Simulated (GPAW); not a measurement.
# Optical response of MoS3 (model structure)

Aim: the dielectric function of MoS3 (model structure), and the optical constants that follow from it. The structure is a model built here, which may or may not match a known phase. It was built so: All O replaced by S and W replaced by Mo in the Pm-3m structure of WO3. The cell given below was relaxed beforehand with Ansatz.

Program: GPAW 26.7.0. Level of theory: DFT, PBE, plane-wave PAW (GPAW data sets), scalar-relativistic, RPA, optical limit. Results are calculated unless marked as measured.

### Step 1. The structure

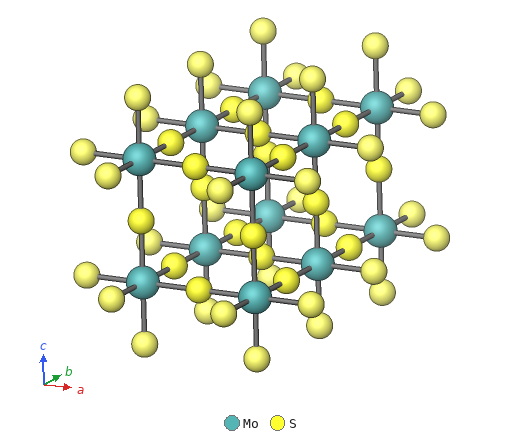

The cell as given, slightly off an axis (molybdenum teal, sulfur yellow). 1×2×1 cells are drawn. Some periodic images of atoms are drawn too.

### Step 2. Ground state

The self-consistent density comes first; it also tells whether there is a gap, which decides the occupations and the need for a Drude term.

This step: DFT, PBE, plane-wave PAW (GPAW data sets), scalar-relativistic, ground state (GPAW 26.7.0).

The input, gs.py:

```python
from ase import Atoms
from ase.dft.bandgap import bandgap
from gpaw import GPAW, PW, FermiDirac

atoms = Atoms(['Mo', 'S', 'S', 'S'],
              cell=[[4.68616275, 0.00000000, 0.00000000],
                    [0.00000000, 4.68616275, 0.00000000],
                    [0.00000000, 0.00000000, 4.68616275]],
              scaled_positions=[[1.00000000, 0.00000000, 0.00000000],
                                [0.50000000, 1.00000000, 0.00000000],
                                [0.00000000, 0.50000000, 0.00000000],
                                [0.00000000, 0.00000000, 0.50000000]],
              pbc=[True, True, True])
atoms.calc = GPAW(mode=PW(400), xc='PBE', kpts={'size': (5, 5, 5), 'gamma': True},
                  occupations=FermiDirac(0.05), maxiter=150, txt='gs.txt')
print('energy (eV)', atoms.get_potential_energy())
print('Fermi level (eV)', atoms.calc.get_fermi_level())
print('valence electrons', atoms.calc.get_number_of_electrons())
print('gap (eV)', bandgap(atoms.calc, output=None)[0])
print('direct gap (eV)', bandgap(atoms.calc, direct=True, output=None)[0])
atoms.calc.write('gs.gpw')
```

Started as:

```sh
OMP_NUM_THREADS=1 python gs.py
```

Numbers of over 12 decimals in the logs are rounded to 6 here.

The log of the run:

```text
__  _  _
 | _ |_)|_||  |
 |__||  | ||/\| - 26.7.0

Versions:
  Python: 3.12.14
  ASE:    3.29.0
  Numpy:  2.5.5
  Scipy:  1.18.1
  Libxc:  7.0.0

Input parameters:
  mode=PW(ecut=400.0),
  kpts=MonkhorstPack(size=(5, 5, 5), gamma=True),
  maxiter=150,
  occupations=Occupations(name='fermi-dirac', width=0.05, fixmagmom=False),
  xc=XC(name='PBE')

Diagonalizing LCAO Hamiltonian
Converting LCAO to pw mode
    .-----------.
   /|           |
  / |           |
 *  |           |
 |  |           |
 |  |           |
 S  .-----------.
 | S           /
 |/           /
 Mo----S-----*

Atoms  # Å, Bohr magnetons
|   | symbol |        x |        y |        z |    initial magnetic moments |
| 0 |     Mo | 4.686163 | 0.000000 | 0.000000 | ( 0.0000,  0.0000,  0.0000) |
| 1 |      S | 2.343081 | 4.686163 | 0.000000 | ( 0.0000,  0.0000,  0.0000) |
| 2 |      S | 0.000000 | 2.343081 | 0.000000 | ( 0.0000,  0.0000,  0.0000) |
| 3 |      S | 0.000000 | 0.000000 | 2.343081 | ( 0.0000,  0.0000,  0.0000) |

Unit cell  # Å
| periodic |        x |        y |        z |  lengths |    angles |
|      yes | 4.686163 | 0.000000 | 0.000000 | 4.686163 | 90.000000 |
|      yes | 0.000000 | 4.686163 | 0.000000 | 4.686163 | 90.000000 |
|      yes | 0.000000 | 0.000000 | 4.686163 | 4.686163 | 90.000000 |

Number of symmetries: 48
Symmetry operations  # r_c * U_cc + t_c -> r_c
|    | kind |            matrix            |
|  0 |  E   |  1, 0, 0,  0, 1, 0,  0, 0, 1 |
|  1 |  σ   |  1, 0, 0,  0, 1, 0,  0, 0,-1 |
|  2 |  σ   |  1, 0, 0,  0, 0, 1,  0, 1, 0 |
|  3 |  C4  |  1, 0, 0,  0, 0, 1,  0,-1, 0 |
|  4 |  C4  |  1, 0, 0,  0, 0,-1,  0, 1, 0 |
|  5 |  σ   |  1, 0, 0,  0, 0,-1,  0,-1, 0 |
|  6 |  σ   |  1, 0, 0,  0,-1, 0,  0, 0, 1 |
|  7 |  C2  |  1, 0, 0,  0,-1, 0,  0, 0,-1 |
|  8 |  σ   |  0, 1, 0,  1, 0, 0,  0, 0, 1 |
|  9 |  C2  |  0, 1, 0,  1, 0, 0,  0, 0,-1 |
| 10 |  C3  |  0, 1, 0,  0, 0, 1,  1, 0, 0 |
| 11 |  S6  |  0, 1, 0,  0, 0, 1, -1, 0, 0 |
| 12 |  S6  |  0, 1, 0,  0, 0,-1,  1, 0, 0 |
| 13 |  C3  |  0, 1, 0,  0, 0,-1, -1, 0, 0 |
| 14 |  C4  |  0, 1, 0, -1, 0, 0,  0, 0, 1 |
| 15 |  S4  |  0, 1, 0, -1, 0, 0,  0, 0,-1 |
| 16 |  C3  |  0, 0, 1,  1, 0, 0,  0, 1, 0 |
| 17 |  S6  |  0, 0, 1,  1, 0, 0,  0,-1, 0 |
| 18 |  σ   |  0, 0, 1,  0, 1, 0,  1, 0, 0 |
| 19 |  C4  |  0, 0, 1,  0, 1, 0, -1, 0, 0 |
| 20 |  C2  |  0, 0, 1,  0,-1, 0,  1, 0, 0 |
| 21 |  S4  |  0, 0, 1,  0,-1, 0, -1, 0, 0 |
| 22 |  S6  |  0, 0, 1, -1, 0, 0,  0, 1, 0 |
| 23 |  C3  |  0, 0, 1, -1, 0, 0,  0,-1, 0 |
| 24 |  S6  |  0, 0,-1,  1, 0, 0,  0, 1, 0 |
| 25 |  C3  |  0, 0,-1,  1, 0, 0,  0,-1, 0 |
| 26 |  C4  |  0, 0,-1,  0, 1, 0,  1, 0, 0 |
| 27 |  σ   |  0, 0,-1,  0, 1, 0, -1, 0, 0 |
| 28 |  S4  |  0, 0,-1,  0,-1, 0,  1, 0, 0 |
| 29 |  C2  |  0, 0,-1,  0,-1, 0, -1, 0, 0 |
| 30 |  C3  |  0, 0,-1, -1, 0, 0,  0, 1, 0 |
| 31 |  S6  |  0, 0,-1, -1, 0, 0,  0,-1, 0 |
| 32 |  C4  |  0,-1, 0,  1, 0, 0,  0, 0, 1 |
| 33 |  S4  |  0,-1, 0,  1, 0, 0,  0, 0,-1 |
| 34 |  S6  |  0,-1, 0,  0, 0, 1,  1, 0, 0 |
| 35 |  C3  |  0,-1, 0,  0, 0, 1, -1, 0, 0 |
| 36 |  C3  |  0,-1, 0,  0, 0,-1,  1, 0, 0 |
| 37 |  S6  |  0,-1, 0,  0, 0,-1, -1, 0, 0 |
| 38 |  σ   |  0,-1, 0, -1, 0, 0,  0, 0, 1 |
| 39 |  C2  |  0,-1, 0, -1, 0, 0,  0, 0,-1 |
| 40 |  σ   | -1, 0, 0,  0, 1, 0,  0, 0, 1 |
| 41 |  C2  | -1, 0, 0,  0, 1, 0,  0, 0,-1 |
| 42 |  C2  | -1, 0, 0,  0, 0, 1,  0, 1, 0 |
| 43 |  S4  | -1, 0, 0,  0, 0, 1,  0,-1, 0 |
| 44 |  S4  | -1, 0, 0,  0, 0,-1,  0, 1, 0 |
| 45 |  C2  | -1, 0, 0,  0, 0,-1,  0,-1, 0 |
| 46 |  C2  | -1, 0, 0,  0,-1, 0,  0, 0, 1 |
| 47 |  i   | -1, 0, 0,  0,-1, 0,  0, 0,-1 |

BZ-sampling:
  Number of BZ points: 125
  Number of IBZ points: 10

  Monkhorst-Pack size: [5, 5, 5]
  Monkhorst-Pack shift: [0, 0, 0]

K-points  # in reciprocal-cell coordinates
|   |                                coordinates |     weight |
| 0 | (  0.00000000,   0.00000000,   0.00000000) | 0.00800000 |
| 1 | (  0.20000000,   0.00000000,   0.00000000) | 0.04800000 |
| 2 | (  0.20000000,   0.20000000,   0.00000000) | 0.09600000 |
| 3 | (  0.20000000,   0.20000000,   0.20000000) | 0.06400000 |
| 4 | (  0.40000000,   0.00000000,   0.00000000) | 0.04800000 |
| 5 | (  0.40000000,   0.20000000,   0.00000000) | 0.19200000 |
| 6 | (  0.40000000,   0.20000000,   0.20000000) | 0.19200000 |
| 7 | (  0.40000000,   0.40000000,   0.00000000) | 0.09600000 |
| 8 | (  0.40000000,   0.40000000,   0.20000000) | 0.19200000 |
| 9 | (  0.40000000,   0.40000000,   0.40000000) | 0.06400000 |

Plane wave coefficients: 1887
Cutoff: 400.0 eV

Spin-components: 1 (collinear spins)
Bands:           24
Projectors:      21
Spin-degeneracy: 2
Datatype:        complex128

Parallelization:
  kpt:    1
  domain: 1
  band:   1

Density:
  Valence electrons: 32.0
  Components: 1
  Grid points: [24 24 24]
  Charge: 0.0  # |e|

Potential:
  Grid points: [24 24 24]

species:
  Mo:
    name:    Molybdenum
    id:
    Z:       42.0
    valence: 14
    core:    28
    charge:  0.0  # [|e|]
    compensation charges:
      type: gauss
      rc: 0.38  # [Å]
      lmax: 2
    cutoffs:
      filter: 2.16  # [Å]
      core: 1.42  # [Å]
    projectors
    | kind |    occ | energy [eV] | rcut [Å] |
    |   4s |  2.000 |     -64.307 |    1.238 |
    |   5s |  1.000 |      -4.084 |    1.238 |
    |   4p |  6.000 |     -38.491 |    1.296 |
    |   5p |  0.000 |      -1.044 |    1.296 |
    |   4d |  5.000 |      -3.754 |    1.296 |
    |    d |        |      23.458 |    1.296 |

    Using partial waves for Mo as LCAO basis

  S:
    name:    Sulfur
    id:
    Z:       16.0
    valence: 6
    core:    10
    charge:  0.0  # [|e|]
    compensation charges:
      type: gauss
      rc: 0.24  # [Å]
      lmax: 2
    cutoffs:
      filter: 1.77  # [Å]
      core: 1.66  # [Å]
    projectors
    | kind |    occ | energy [eV] | rcut [Å] |
    |   3s |  2.000 |     -17.254 |    0.974 |
    |   3p |  4.000 |      -7.008 |    0.979 |
    |    s |        |       9.957 |    0.974 |
    |    p |        |      20.203 |    0.979 |
    |    d |        |       0.000 |    0.900 |

    Using partial waves for S as LCAO basis

Reference energy: -142706.932324  # eV

eigensolver:
  PPCG
  Converge bands: occupied
  niter=2

density mixing:
  MSR1-Mixer
  Pratt-step length: 0.05
  Maximum mixing coefficient: 0.75
  Old densities: 10
  SVD Regularization: 0.005
  Good broyden scale: 1.0
  Trust region scale: 1.0
  Backstep threshold: 4.0
  History deletion threshold: 6.0
  Fourier metric: weight=20.0, sigma=0.015

occupation numbers:
  Fermi-Dirac:
    width: 0.0500  # eV

poisson solver:
  ecut: 3200.0  # eV

xc functional:
  name: PBE with 2 nearest neighbor stencil

convergence criteria:
- Maximum [total energy] change in last 3 cyles: 0.0005 eV / valence electron
- Maximum integral of absolute [dens]ity change: 0.0001 electrons / valence electron
- Maximum integral of absolute [eigenst]ate change: 4e-08 eV^2 / valence electron
maximum number of iterations: 150

SCF iterations
|iter     |      energy | eigst |  dens |
|iter:   1||  -27.026698 | +0.08 |       |
|iter:   2||  -25.378491 | -1.39 | -0.84 |
|iter:   3||  -23.467637 | -0.84 | -0.97 |
|iter:   4||  -23.434569 | -2.24 | -1.45 |
|iter:   5||  -23.424404 | -1.98 | -1.59 |
|iter:   6||  -23.387198 | -2.54 | -1.68 |
|iter:   7||  -23.381295 | -3.69 | -2.19 |
|iter:   8||  -23.381504c| -5.34 | -3.25 |
|iter:   9||  -23.381293c| -5.88 | -3.31 |
|iter:  10||  -23.381292c| -7.28 | -4.51c|
|iter:  11||  -23.381285c| -7.51c| -4.74c|

Converged in 11 steps
SCF loop duration: 7.714 s (0.701 s/step)
Energy contributions relative to reference atoms: (reference = -142706.932324)

Energy contributions:
  Kinetic:          -1.463931
  Coulomb:          -5.772539
  Zero:             -0.151170
  External:          0.000000
  Xc:              -15.961183
  Entropy:          -0.064922
  Spinorbit:         0.000000
  ----------------------------
  Free energy:     -23.413746
  Extrapolated:    -23.381285

dipole moment: (-47.692854, -47.692854, -47.692854)  # |e|*Ang

Fermi level: 3.544
Eigenvalues  # (at kpt = [0.000, 0.000, 0.000])
| band index |      eig [eV] | occ [0-2] |
|          0 |       -58.801 |     2.000 |
|        ... |               |           |
|         11 |         1.748 |     2.000 |
|         12 |         1.748 |     2.000 |
|         13 |         2.352 |     2.000 |
|         14 |         2.352 |     2.000 |
|         15 |         2.352 |     2.000 |
|         16 |         2.971 |     2.000 |
|         17 |         2.971 |     2.000 |
|         18 |         2.971 |     2.000 |
|         19 |         3.898 |     0.002 |
|         20 |         3.898 |     0.002 |
|         21 |         8.008 |     0.000 |
|         22 |        10.331 |     0.000 |
|         23 |        10.946 |     0.000 |

No gap
No difference between direct/indirect transitions

--- standard output ---
energy (eV) -23.381285
Fermi level (eV) 3.543865
valence electrons 32.0
gap (eV) 0.0
direct gap (eV) 0.0
```

Run time: 9 s. Hardware: 1 thread of Arm Neoverse V2, shared host; peak memory 0.15 GiB.

This step gave:

- energy: -23.38 eV
- Fermi energy: 3.544 eV
- electrons: 32

There are states at the Fermi level within the smearing, so the occupations stay smeared and the carriers get a Drude term.

### Step 3. Bands for the response

At the fixed density, many empty bands are solved on the mesh of the response, since the spectrum sums over them.

This step: DFT, PBE, plane-wave PAW (GPAW data sets), scalar-relativistic, bands at fixed density (GPAW 26.7.0).

The input, nscf.py:

```python
from ase.dft.bandgap import bandgap
from gpaw import GPAW, FermiDirac

calc = GPAW('gs.gpw').fixed_density(kpts={'size': (8, 8, 8), 'gamma': True}, nbands=42, convergence={'bands': 36},
                                    occupations=FermiDirac(0.05), txt='nscf.txt')
print('gap (eV)', bandgap(calc, output=None)[0])
print('direct gap (eV)', bandgap(calc, direct=True, output=None)[0])
calc.write('full.gpw', mode='all')
```

Started as:

```sh
OMP_NUM_THREADS=1 python nscf.py
```

The log of the run:

```text
Diagonalizing LCAO Hamiltonian
Converting LCAO to pw mode
convergence criteria:
- Maximum integral of absolute [eigenst]ate change: 4e-08 eV^2 / valence electron
maximum number of iterations: 150

SCF iterations
|iter     |      energy | eigst |  dens |
|iter:   1||             | +2.80 |       |
|iter:   2||             | +1.63 |       |
|iter:   3||             | +0.87 |       |
|iter:   4||             | +0.11 |       |
|iter:   5||             | -0.54 |       |
|iter:   6||             | -1.27 |       |
|iter:   7||             | -1.93 |       |
|iter:   8||             | -2.66 |       |
|iter:   9||             | -3.28 |       |
|iter:  10||             | -3.93 |       |
|iter:  11||             | -4.47 |       |
|iter:  12||             | -5.02 |       |
|iter:  13||             | -5.50 |       |
|iter:  14||             | -6.01 |       |
|iter:  15||             | -6.58 |       |
|iter:  16||             | -7.10 |       |
|iter:  17||             | -7.62c|       |
SCF steps: 17
  __  _  _
 | _ |_)|_||  |
 |__||  | ||/\| - 26.7.0

Versions:
  Python: 3.12.14
  ASE:    3.29.0
  Numpy:  2.5.5
  Scipy:  1.18.1
  Libxc:  7.0.0

Input parameters:
  mode=PW(ecut=400.0),
  convergence={'bands': 36},
  gpts=array([24, 24, 24]),
  kpts=MonkhorstPack(size=(8, 8, 8), gamma=True),
  maxiter=150,
  nbands=42,
  occupations=Occupations(name='fermi-dirac', width=0.05, fixmagmom=False),
  parallel={},
  xc=XC(name='PBE')

--- standard output ---
gap (eV) 0.0
direct gap (eV) 0.0
```

It took 61 s on 1 thread; peak memory 0.21 GiB.

(Continued in part 2 of 2.)

[Machine, clock and banner lines and Python warnings are left out of the logs.]

[Logs are printed without paths, hosts, clocks, repeated set-up lines and the standing remarks that a program may print on its own settings, such as how far it seeks lower states.]

[Hosts, paths, dates, database ids (printed as entryN), source tags and the programs' standing remarks are cut or masked in the printed files.]
